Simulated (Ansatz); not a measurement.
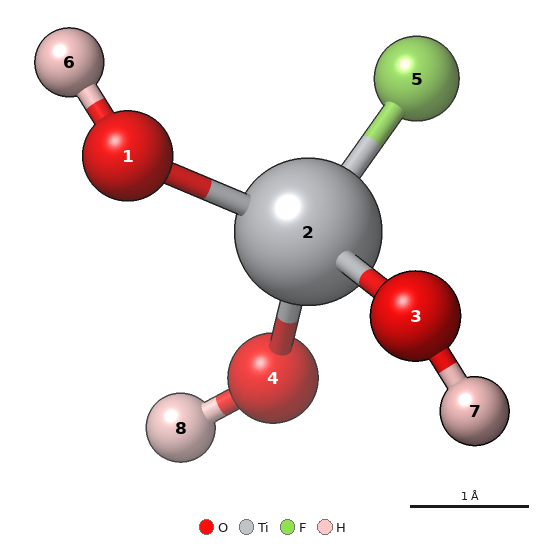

Orthographic view. Atoms fade into the background with distance from the viewer. Charge 0, singlet. Computed geometry: PBE0-D4/def2-TZVP optimisation.

Give the geometry as a Z-matrix, atoms in numerical order, with these reference atoms: 2 to 1; 3 to 2, 1; 4 to 2, 1, 3; 5 to 2, 1, 3; 6 to 1, 2, 5; 7 to 3, 2, 5; 8 to 4, 2, 5.

```
O  
Ti   1   1.788
O    2   1.793   1   108.7
O    2   1.788   1   110.7   3   120.2
F    2   1.768   1   109.4   3  -120.6
H    1   0.958   2   133.5   5    18.4
H    3   0.958   2   130.4   5  -101.8
H    4   0.957   2   133.9   5  -125.2
```
